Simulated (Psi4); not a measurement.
# UB3LYP/6-311+G(d,p) run of AlOF2 (SMILES [O][Al]([F])[F])

Aim: the vertical electron affinity of AlOF2 at UB3LYP/6-311+G**, from 2 runs. 

The results are computed with Psi4 1.11.

2 further runs of the same task are left out: 2 set aside as unsound or not needed.

**1. The system as given**

AlOF2 has 4 atoms, charge 0, and is taken as a doublet. As SMILES, `[O][Al]([F])[F]`. The coordinates come from a PBE0-D4/def2-TZVP relaxation.

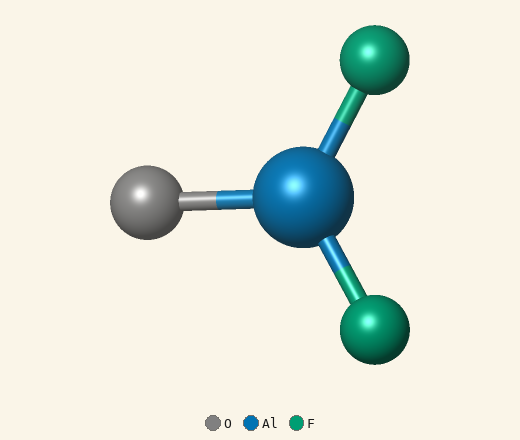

The structure, seen from a chosen angle (oxygen grey, aluminium blue, fluorine teal).

**2. A single-point energy at UB3LYP/6-311+G(d,p)**

Input file alf2o.in:

```
memory 1.6 GB

molecule {
  0 2
  O      1.29049397    -1.72135153     2.38105492
  Al    -0.00113384     0.00812582    -0.06122713
  F     -2.79150343    -0.75891401    -1.11966273
  F      1.60702310     2.35818923    -1.23833753
  units au
  symmetry c1
}

set basis 6-311+G**
set reference uks
set puream true
set e_convergence 1e-09
set d_convergence 1e-08
set scf_type pk
set dft_radial_points 99
set dft_spherical_points 590
set maxiter 200

e_tot, wfn = energy('b3lyp', return_wfn=True)
oeprop(wfn, 'WIBERG_LOWDIN_INDICES', 'DIPOLE', 'MAYER_INDICES')
print_variables()
```

Run with:

```bash
$ psi4 alf2o.in alf2o.out -n 1
```

alf2o.out:

```text
[...]
  Running in c1 symmetry.
[...]
  Nuclear repulsion =  149.228779362490968
[...]
  Multiplicity = 2
[...]
  Nalpha       = 20
  Nbeta        = 19
[...]
    Number of basis functions: 96
[...]
   @UKS iter   1:  -517.33180903129335   -7.56781e-01   8.87824e-03 DIIS/ADIIS
[...]
   @UKS iter  12:  -517.56016001613398   -8.18545e-12   3.36959e-09 DIIS
[...]
   @S^2 Observed:                7.528964753E-01
[...]
    Orbital Energies [Eh]
    ---------------------
    Alpha Occupied:
       1A    -56.094464     2A    -24.682315     3A    -24.682310
       4A    -19.207907     5A     -4.206328     6A     -2.762597
       7A     -2.759068     8A     -2.757508     9A     -1.195119
      10A     -1.187144    11A     -1.004750    12A     -0.518017
      13A     -0.486146    14A     -0.462639    15A     -0.459240
      16A     -0.452656    17A     -0.445583    18A     -0.427563
      19A     -0.418953    20A     -0.381933
    Alpha Virtual:
      21A     -0.075233    22A     -0.024697    23A      0.020794
      24A      0.020868    25A      0.047998    26A      0.053586
[...]
  @UKS Final Energy:  -517.56016001613398
   => Energetics <=
    Nuclear Repulsion Energy =            149.2287793624909682
    One-Electron Energy =               -1017.0660726743178657
    Two-Electron Energy =                 389.2894370516702907
    DFT Exchange-Correlation Energy =     -39.0123037559773493
    Empirical Dispersion Energy =           0.0000000000000000
    VV10 Nonlocal Energy =                  0.0000000000000000
    Total Energy =                       -517.5601600161339775
[...]
 Multipole Moments:
 ------------------------------------------------------------------------------------
     Multipole            Electronic (a.u.)      Nuclear  (a.u.)        Total (a.u.)
 ------------------------------------------------------------------------------------
 L = 1.  Multiply by 2.5417464519 to convert [e a0] to [Debye]
 Dipole X            :         -0.5851099            0.5603871           -0.0247228
 Dipole Y            :          0.7834483           -0.7503608            0.0330875
 Dipole Z            :         -1.1063116            1.0596341           -0.0466774
 Magnitude           :                                                    0.0623280
[...]
```

It took 16 s on 1 thread of Intel Xeon Platinum 8375C at 2.90GHz (Ice Lake), shared host; peak memory 0.83 GiB.

**3. The singlet anion: energy and forces at B3LYP/6-311+G(d,p)**

Input file alf2o.json:

```json
{
  "schema_name": "qcschema_input",
  "schema_version": 1,
  "molecule": {
    "schema_name": "qcschema_molecule",
    "schema_version": 2,
    "symbols": ["O", "Al", "F", "F"],
    "geometry": [1.29049397, -1.72135153, 2.38105492, -0.00113384, 0.00812582, -0.06122713, -2.79150343, -0.75891401, -1.11966273, 1.6070231, 2.35818923, -1.23833753],
    "molecular_charge": -1,
    "molecular_multiplicity": 1,
    "fix_symmetry": "c1",
    "fix_com": true,
    "fix_orientation": true
  },
  "driver": "gradient",
  "model": {
    "method": "b3lyp",
    "basis": "6-311+G**"
  },
  "keywords": {
    "puream": true,
    "e_convergence": 1e-09,
    "d_convergence": 1e-08,
    "scf_type": "pk",
    "dft_radial_points": 99,
    "dft_spherical_points": 590,
    "scf_properties": ["DIPOLE", "MULLIKEN_CHARGES", "MAYER_INDICES"]
  }
}
```

Run with:

```bash
$ psi4 --qcschema alf2o.json -n 1 --memory 1600MB
```

stdout (excerpt; [...] marks lines left out):

```text
[...]
  Running in c1 symmetry.
[...]
  Nuclear repulsion =  149.228779362490968
[...]
  Multiplicity = 1
[...]
  Nalpha       = 20
  Nbeta        = 20
[...]
    Number of basis functions: 96
[...]
   @RKS iter   1:  -517.09357933337924   -5.18552e-01   1.30736e-02 DIIS/ADIIS
[...]
   @RKS iter  13:  -517.67362144771744   -3.52429e-11   6.66688e-09 DIIS
[...]
  @RKS Final Energy:  -517.67362144771744
   => Energetics <=
    Nuclear Repulsion Energy =            149.2287793624909682
    One-Electron Energy =               -1027.2210892210807742
    Two-Electron Energy =                 399.5462537546193857
    DFT Exchange-Correlation Energy =     -39.2275653437469742
    Empirical Dispersion Energy =           0.0000000000000000
    VV10 Nonlocal Energy =                  0.0000000000000000
    Total Energy =                       -517.6736214477174371
[...]
 Multipole Moments:
 ------------------------------------------------------------------------------------
     Multipole            Electronic (a.u.)      Nuclear  (a.u.)        Total (a.u.)
 ------------------------------------------------------------------------------------
 L = 1.  Multiply by 2.5417464519 to convert [e a0] to [Debye]
 Dipole X            :         -0.4860153           -0.3511111           -0.8371264
 Dipole Y            :          0.3860093            0.7283004            1.1143097
 Dipole Z            :          1.4457425           -2.9695157           -1.5237732
 Magnitude           :                                                    2.0650306
[...]
  Mulliken Charges: (a.u.)
   Center  Symbol    Alpha    Beta     Spin     Total
       1     O     4.42722  4.42722  0.00000 -0.85444
       2    AL     6.23336  6.23336  0.00000  0.53328
       3     F     4.66971  4.66971  0.00000 -0.33943
       4     F     4.66970  4.66970  0.00000 -0.33941
   Total alpha = 20.00000, Total beta = 20.00000, Total charge = -1.00000
  Mayer Bond Indices:
[...]
  -Total Gradient:
     Atom            X                  Y                   Z
    ------   -----------------  -----------------  -----------------
       1        0.015109135448    -0.020227998774     0.028565483862
       2       -0.045020585167     0.060301544943    -0.085145321621
       3        0.041850263379    -0.000991994792     0.027577952482
       4       -0.011920847306    -0.039105875492     0.029036141545
[...]
```

The result, in JSON:

```text
{
 "driver": "gradient",
 "model": {
  "method": "b3lyp",
  "basis": "6-311+G**"
 },
 "success": true,
 "return_result": [0.015109135447505112, -0.020227998774356798, 0.028565483862407398, -0.045020585166731554, 0.06030154494311621, -0.08514532162050491, 0.04185026337885006, -0.000991994792322648, 0.027577952481718727, -0.011920847306354579, -0.03910587549232117, 0.02903614154477513],
 "properties": {
  "calcinfo_nbasis": 96,
  "calcinfo_nmo": 96,
  "calcinfo_nalpha": 20,
  "calcinfo_nbeta": 20,
  "calcinfo_natom": 4,
  "nuclear_repulsion_energy": 149.22877936249097,
  "return_energy": -517.6736214477174,
  "return_gradient": [0.015109135447505112, -0.020227998774356798, 0.028565483862407398, -0.045020585166731554, 0.06030154494311621, -0.08514532162050491, 0.04185026337885006, -0.000991994792322648, 0.027577952481718727, -0.011920847306354579, -0.03910587549232117, 0.02903614154477513],
  "scf_one_electron_energy": -1027.2210892210808,
  "scf_two_electron_energy": 399.5462537546194,
  "scf_xc_energy": -39.227565343746974,
  "scf_dipole_moment": [-0.8371263917658547, 1.1143096943955628, -1.523773199796133],
  "scf_total_energy": -517.6736214477174,
  "scf_total_gradient": [0.015109135447505112, -0.020227998774356798, 0.028565483862407398, -0.045020585166731554, 0.06030154494311621, -0.08514532162050491, 0.04185026337885006, -0.000991994792322648, 0.027577952481718727, -0.011920847306354579, -0.03910587549232117, 0.02903614154477513],
  "scf_iterations": 13
 }
}
```

Run time: 15 s. Hardware: 1 thread of Intel Xeon Platinum 8375C at 2.90GHz (Ice Lake), shared host; peak memory 0.82 GiB.

**4. What came out**

Level: UB3LYP/6-311+G**.

| quantity | value |
| --- | --- |
| doublet AlOF2: total energy | -517.56016 Eh |
| doublet AlOF2: dipole moment | 0.16 D |
| doublet AlOF2: HOMO energy (highest over α and β) | -9.69 eV |
| doublet AlOF2: LUMO energy (lowest over α and β) | -5.85 eV |
| doublet AlOF2: ⟨S²⟩ | 0.753 |
| singlet anion: total energy | -517.67362 Eh |
| singlet anion: HOMO energy | -0.58 eV |
| singlet anion: LUMO energy | 3.08 eV |
| singlet anion: HOMO–LUMO gap (to an unbound level, set by the basis) | 3.66 eV |
| singlet anion: largest force on an atom | 5.843 eV/Å |
| vertical electron affinity (to the singlet anion) | 3.087 eV |

At fixed nuclei the extra electron is bound by 3.09 eV (298 kJ/mol). Mulliken charges (singlet anion) run from -0.85 on O1 to +0.53 on Al2; in a basis this large or diffuse they mean little.
